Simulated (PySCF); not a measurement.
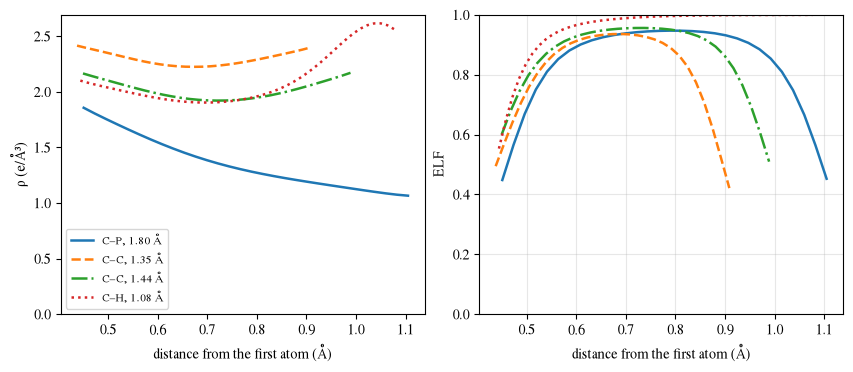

Figure. C4H5P. Total electron density and ELF along straight lines between neighbouring atoms. The curves leave out the atomic cores.

Geometry: GFN2-xTB.

Level of theory: PBE0/def2-SVPD, SCF density, gas phase in PySCF 2.14.0.

```yaml
atoms:
  - { symbol: C, position_ang: [-0.3689, -1.0564, 0.2662] }
  - { symbol: C, position_ang: [0.9743, -0.6147, 0.0022] }
  - { symbol: C, position_ang: [1.0561, 0.6609, -0.4201] }
  - { symbol: P, position_ang: [-0.5827, 1.3678, -0.6821] }
  - { symbol: C, position_ang: [-1.3061, -0.1156, 0.0456] }
  - { symbol: H, position_ang: [-0.5777, -2.0495, 0.6323] }
  - { symbol: H, position_ang: [1.8247, -1.2599, 0.1588] }
  - { symbol: H, position_ang: [1.9657, 1.1759, -0.6781] }
  - { symbol: H, position_ang: [-0.6097, 2.1443, 0.4772] }
  - { symbol: H, position_ang: [-2.3666, -0.2483, 0.1754] }
```

**Compare the contacts.**

C–P (1.80 Å): the density is about 1.2 e/Å³ at the midpoint; the ELF peaks at about 0.95 between the atoms: a covalent bond.
C–C (1.35 Å): ρ at the midpoint is about 2.2 e/Å³; the ELF peaks at about 0.95 between the atoms; a covalent bond.
C–C (1.44 Å): ρ at the midpoint is about 1.9 e/Å³; the ELF peaks at about 0.95 between the atoms; localised, covalent bonding.
C–H (1.08 Å): the density is about 2 e/Å³ at the midpoint; the ELF climbs to about 1 towards the hydrogen, as it does in any bond to H; an ordinary covalent bond to hydrogen.
